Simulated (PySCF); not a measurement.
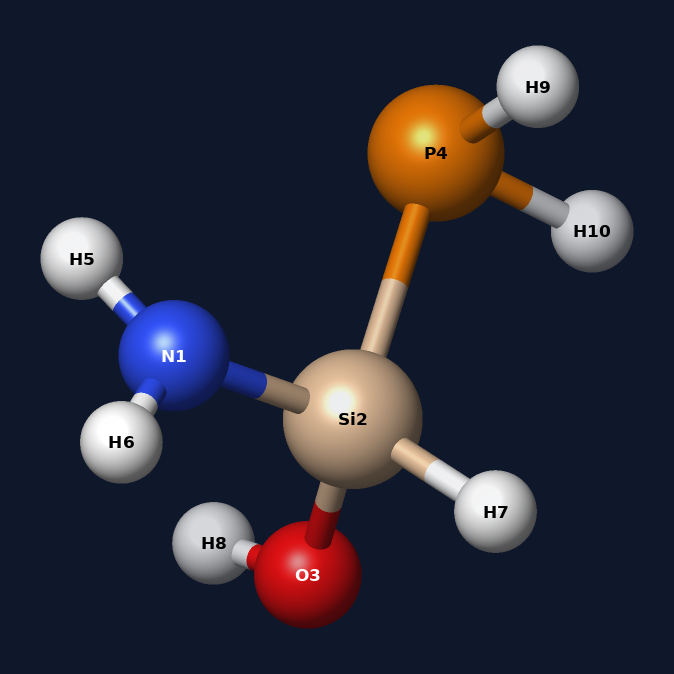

Computed geometry: PBE0-D3(BJ)/def2-SVP optimisation. No frequency run is at hand to confirm it as a minimum. Electric field gradients from the ground-state density, PBE0/pcSseg-1 (PySCF 2.14.0), non-relativistic apart from any core potentials.

Give the largest field-gradient component, the quadrupole coupling constant and the asymmetry for 14N at N1 (Q = 20.44 mb), 17O at O3 (Q = −25.6 mb), 2H at H5 (Q = 2.86 mb), 2H at H6 (Q = 2.86 mb).

```tsv
atom	V_zz (a.u.)	e²qQ/h (MHz)	η
N1	−0.946	−4.54	0.33
O3	1.494	−8.99	0.57
H5	0.412	0.277	0.18
H6	0.412	0.277	0.18
```
